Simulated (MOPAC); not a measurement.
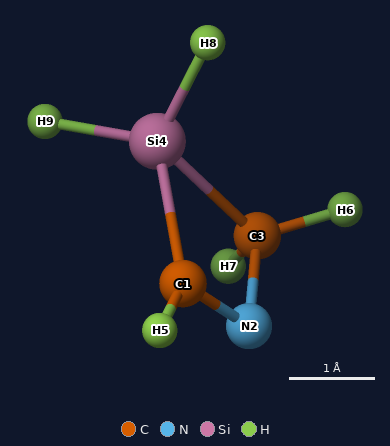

*The structure as given in the input (ball-and-stick view, seen at a tilt; atoms are numbered from 1 in the order of the input).*

Bond lengths as drawn: C–H 1.08 to 1.09 Å, C–N 1.28 to 1.47 Å, C–Si 1.91 to 1.93 Å and H–Si 1.46 Å.

## C2H5NSi: property calculation

C2H5NSi, computed with PM6-D3, closed shell, dispersion D3, COSMO solvent acetonitrile (MOPAC 23.2.5).

The geometry comes from this level: GFN2-xTB.

What the program printed:
```
MOPAC v23.2.5
PM6-D3 CALCULATION RESULTS

 *  PM6-D3     - CORRECT DISPERSION USING D3 METHOD
 *  SINGLET    - SPIN STATE DEFINED AS A SINGLET
 *  EPS=35.7   - USE COSMO IMPLICIT SOLVATION MODEL
 *  XYZ        - CARTESIAN COORDINATE SYSTEM TO BE USED
 *  1SCF       - DO 1 SCF AND THEN STOP
 *  THREADS=1  - MULTI-THREADING NOT USED
 *  AUX        - OUTPUT AUXILIARY INFORMATION
 *  DISP       - PRINT DISPERSION AND HYDROGEN BOND ENERGIES
 *  MULLIK     - THE MULLIKEN ANALYSIS TO BE PERFORMED
PM6-D3 DISP MULLIK SINGLET 1SCF XYZ EPS=35.7 AUX(PRECISION=6) T=10M THREADS=1
 mol.xyz

   ATOM   CHEMICAL          X               Y               Z
  NUMBER   SYMBOL      (ANGSTROMS)     (ANGSTROMS)     (ANGSTROMS)

     1       C          0.00000000  *   0.00000000  *   0.00000000  *
     2       N          1.27586100  *   0.00000000  *   0.00000000  *
     3       C          1.59910436  *   1.43495602  *   0.00000000  *
     4      Si         -0.28257595  *   1.88454039  *  -0.00045785  *
     5       H         -0.55562749  *  -0.92833834  *   0.00132697  *
     6       H          2.19260065  *   1.68472214  *   0.87950880  *
     7       H          2.19269640  *   1.68430206  *  -0.87957452  *
     8       H         -0.81591847  *   2.47165747  *   1.22565883  *
     9       H         -0.81521950  *   2.47390526  *  -1.22589626  *

          CARTESIAN COORDINATES

    NO.       ATOM           X           Y           Z

     1         C          0.0000      0.0000      0.0000
     2         N          1.2759      0.0000      0.0000
     3         C          1.5991      1.4350      0.0000
     4        Si         -0.2826      1.8845     -0.0005
     5         H         -0.5556     -0.9283      0.0013
     6         H          2.1926      1.6847      0.8795
     7         H          2.1927      1.6843     -0.8796
     8         H         -0.8159      2.4717      1.2257
     9         H         -0.8152      2.4739     -1.2259

           Empirical Formula: C2 H5 N Si  =     9 atoms

      MOLECULAR POINT GROUP   :   Cs

 SINGLET STATE CALCULATION

      RHF CALCULATION, NO. OF DOUBLY OCCUPIED LEVELS = 11

 -------------------------------------------------------------------------------
 PM6-D3 DISP MULLIK SINGLET 1SCF XYZ EPS=35.7 AUX(PRECISION=6) T=10M THREADS=1
 mol.xyz

     1SCF WAS SPECIFIED, SO BFGS WAS NOT USED
     SCF FIELD WAS ACHIEVED

                              PM6-D3 CALCULATION

          FINAL HEAT OF FORMATION =         43.05862 KCAL/MOL =     180.15728 KJ/MOL

          TOTAL ENERGY            =     -13002.06729 KCAL/MOL = ELECTRONIC ENERGY + CORE-CORE REPULSION + SOLVATION ENERGY
          ENERGY OF ATOMS         =      13046.17765 KCAL/MOL
                              SUM =         44.11036 KCAL/MOL
          DISPERSION ENERGY       =         -1.05174 KCAL/MOL
                              SUM =         43.05862 KCAL/MOL = FINAL HEAT OF FORMATION

          VAN DER WAALS AREA      =        111.93 SQUARE ANGSTROMS

          TOTAL ENERGY            =       -563.82300 EV
          ELECTRONIC ENERGY       =       -618.32548 EV
          CORE-CORE REPULSION     =         54.50248 EV

          DIELECTRIC ENERGY       =         -0.29195 EV
          COSMO AREA              =        111.93 SQUARE ANGSTROMS
          COSMO VOLUME            =        102.13 CUBIC ANGSTROMS

          IONIZATION POTENTIAL    =          9.350513 EV
          HOMO LUMO ENERGIES (EV) =         -9.351 -0.109
          NO. OF FILLED LEVELS    =         11
          MOLECULAR WEIGHT        =         71.1537         POINT GROUP:  Cs

          MOLECULAR DIMENSIONS (Angstroms)

            Atom       Atom       Distance
            H     7    H     5     3.89296
            H     6    H     9     3.58524
            H     8    N     2     3.09465

          SCF CALCULATIONS        =          2

          WALL-CLOCK TIME         =      0.016 SECONDS
          COMPUTATION TIME        =      0.013 SECONDS

   ATOM   CHEMICAL          X               Y               Z
  NUMBER   SYMBOL      (ANGSTROMS)     (ANGSTROMS)     (ANGSTROMS)

     1       C          0.00000000  *   0.00000000  *   0.00000000  *
     2       N          1.27586100  *   0.00000000  *   0.00000000  *
     3       C          1.59910436  *   1.43495602  *   0.00000000  *
     4      Si         -0.28257595  *   1.88454039  *  -0.00045785  *
     5       H         -0.55562749  *  -0.92833834  *   0.00132697  *
     6       H          2.19260065  *   1.68472214  *   0.87950880  *
     7       H          2.19269640  *   1.68430206  *  -0.87957452  *
     8       H         -0.81591847  *   2.47165747  *   1.22565883  *
     9       H         -0.81521950  *   2.47390526  *  -1.22589626  *

                             CARTESIAN COORDINATES

   1    C        0.000000000     0.000000000     0.000000000
   2    N        1.275861000     0.000000000     0.000000000
   3    C        1.599104357     1.434956022     0.000000000
   4   Si       -0.282575948     1.884540388    -0.000457849
   5    H       -0.555627485    -0.928338341     0.001326974
   6    H        2.192600645     1.684722144     0.879508795
   7    H        2.192696402     1.684302056    -0.879574523
   8    H       -0.815918472     2.471657468     1.225658829
   9    H       -0.815219496     2.473905263    -1.225896257

           Empirical Formula: C2 H5 N Si  =     9 atoms

      MOLECULAR POINT GROUP   :   Cs

                  EIGENVALUES
 -32.19970 -23.80952 -19.80166 -17.40641 -15.26901 -14.47078 -14.07029 -11.69132
 -11.22907 -10.55557  -9.35051  -0.10916   0.47441   0.53639   1.14496   1.50681
   2.05361   2.59895   3.68822   4.09102   4.51851   4.53434   5.51239   5.97177
   6.23360   6.76175

              NET ATOMIC CHARGES AND DIPOLE CONTRIBUTIONS

  ATOM NO.   TYPE          CHARGE      No. of ELECS.   s-Pop       p-Pop       d-Pop
    1          C          -0.270925        4.2709     1.17929     3.09164
    2          N          -0.221716        5.2217     1.71511     3.50661
    3          C          -0.534978        4.5350     1.11471     3.42026
    4         Si           0.449294        3.5507     1.21362     1.75000     0.58709
    5          H           0.166857        0.8331     0.83314
    6          H           0.181717        0.8183     0.81828
    7          H           0.180925        0.8191     0.81908
    8          H           0.024213        0.9758     0.97579
    9          H           0.024614        0.9754     0.97539
 DIPOLE           X         Y         Z       TOTAL
 POINT-CHG.    -2.895     3.150     0.001     4.278
 HYBRID         0.401    -0.211    -0.001     0.453
 SUM           -2.494     2.938    -0.000     3.854

          ATOMIC ORBITAL ELECTRON POPULATIONS

     Atom    s        px        py        pz      x^2-y^2     xz        z^2       yz        xy
    1  C   1.17929   0.99856   1.20628   0.88680
    2  N   1.71511   1.20509   1.20686   1.09466
    3  C   1.11471   1.26753   0.96981   1.18293
    4 Si   1.21362   0.49053   0.51607   0.74340   0.18579   0.11154   0.10573   0.13018   0.05385
    5  H   0.83314
    6  H   0.81828
    7  H   0.81908
    8  H   0.97579
    9  H   0.97539

           MULLIKEN POPULATION ANALYSIS

        MULLIKEN POPULATIONS AND CHARGES

      NO.  ATOM   POPULATION      CHARGE
        1    C     4.366322     -0.366322
        2    N     5.316876     -0.316876
        3    C     4.691881     -0.691881
        4   Si     3.347840      0.652160
        5    H     0.783895      0.216105
        6    H     0.775950      0.224050
        7    H     0.776966      0.223034
        8    H     0.970406      0.029594
        9    H     0.969864      0.030136

 *                    *
 * JOB ENDED NORMALLY *
 *                    *

 TOTAL JOB TIME:             0.02 SECONDS

 == MOPAC DONE ==
```

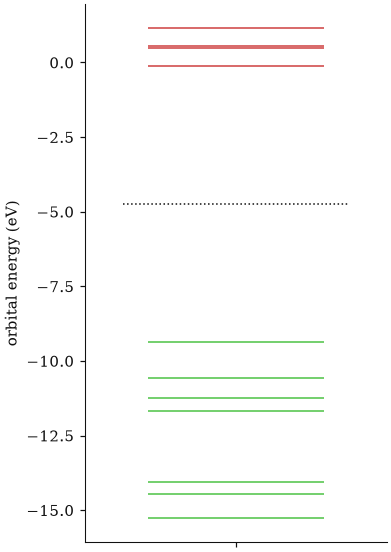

*Orbital energies near the frontier; the dotted line parts filled from empty levels, and levels within 0.02 eV of each other stand side by side.*

Highest filled −9.35 eV, lowest empty −0.11 eV, 9.24 eV apart.

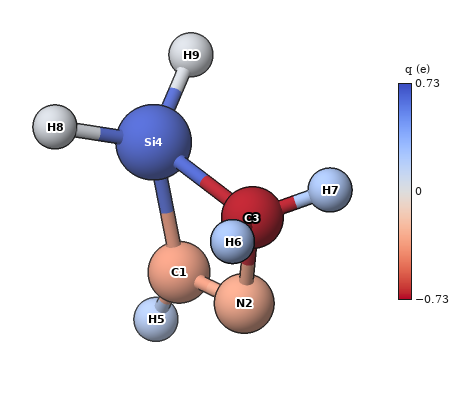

*Mulliken charges, as the colour of each atom (ball-and-stick view, seen at a tilt; atoms are numbered from 1 in the order of the input).*

By element: C −0.69 to −0.37, N −0.32, Si +0.65 and H +0.03 to +0.22 e.

The run was set up as follows.

Input (mol.mop):
```
PM6-D3 DISP MULLIK SINGLET 1SCF XYZ EPS=35.7 AUX(PRECISION=6) T=10M THREADS=1
mol.xyz

C    0.000000  1    0.000000  1    0.000000  1     0   0   0
N    1.275861  1    0.000000  1    0.000000  1     1   0   0
C    1.470913  1  102.694758  1    0.000000  1     2   1   0
Si   1.905608  1   98.527640  1    0.013920  1     1   2   3
H    1.081913  1  120.901267  1  180.081899  1     1   2   3
H    1.090026  1  110.071313  1  120.790759  1     3   2   1
H    1.090035  1  110.049385  1  239.202196  1     3   2   1
H    1.460316  1  116.843762  1  250.243515  1     4   1   2
H    1.460397  1  116.961303  1  109.724727  1     4   1   2
```

File mol.xyz:
```
9

C     -0.724790     0.496240    -0.962690
N      0.518780     0.766390    -1.054200
C      1.082260     0.100300     0.130030
Si    -0.674030    -0.527880     0.643530
H     -1.426880     0.852690    -1.704680
H      1.828380    -0.634120    -0.173430
H      1.579580     0.830640     0.768350
H     -0.918800    -1.962150     0.519110
H     -1.264500     0.077890     1.833970
```

Launch command:
```bash
obabel mol.xyz -omopin -xk "PM6-D3 DISP MULLIK SINGLET 1SCF XYZ EPS=35.7 AUX(PRECISION=6) T=10M THREADS=1" -O mol.mop
mopac mol.mop
```

Results in brief:

- outcome: converged
- total energy: −20.720113 hartree
- dispersion energy: −0.001676 hartree
- heat of formation: 43.06 kcal/mol
- basis functions: 26
- HOMO: −9.35 eV
- LUMO: −0.11 eV
- dipole moment: 3.85 D
- hardware: 1 thread of Arm Neoverse V1, 24 GiB of memory available, shared host
- peak memory: 0.12 GiB

Remarks:

Settings chosen away from the usual ones: keyword. MOPAC's energies along a path are heats of formation.
